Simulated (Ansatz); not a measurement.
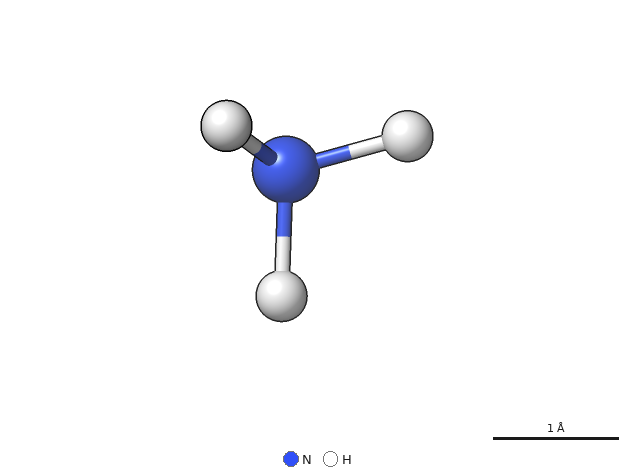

Rendered structure (ball-and-stick style). Every bond is drawn as one stick, whatever its order.

Computed geometry: PBE0-D4/def2-TZVP optimisation.

Identify the structure.

The molecule is NH3. This geometry has C3v symmetry. Coordination: 1 N trigonal pyramidal.

The parts below concern this one geometry. Atoms keep their numbers from picture to picture.

**Charges**

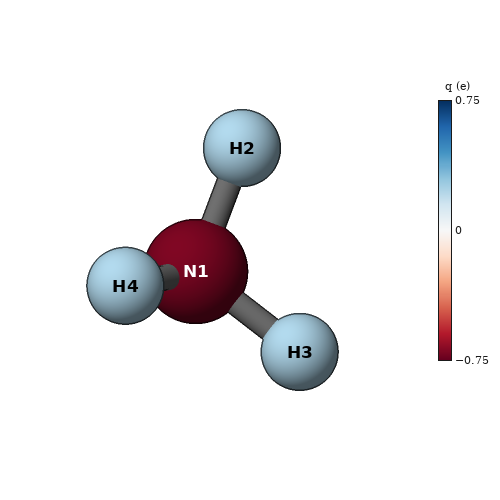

Atoms are coloured by their Mulliken charges. Properties computed with RKS PBE0-D4/def2-TZVP (Ansatz 0.2.0).

Give the Mulliken charges atom by atom.

```json
{"atom": "N1", "value (e)": "−0.70"}
{"atom": "H2", "value (e)": "0.23"}
{"atom": "H3", "value (e)": "0.23"}
{"atom": "H4", "value (e)": "0.23"}
```

**Electronic properties**

Level of theory: RHF-CCSD(T), frozen core/def2-TZVPP (Ansatz 0.2.0).

Give the T1 diagnostic at this level.

Answer. 0.006.

**Vibrations**

Harmonic vibrations computed with RKS PBE0-D4/def2-TZVP (Ansatz 0.2.0) at a stationary point of the same level.

List the wavenumbers.

Answer. 6 modes: 1031, 1669, 1670, 3502, 3631, 3632 cm⁻¹.

Mulliken values depend strongly on the basis set and can even reverse the polarity of a bond.
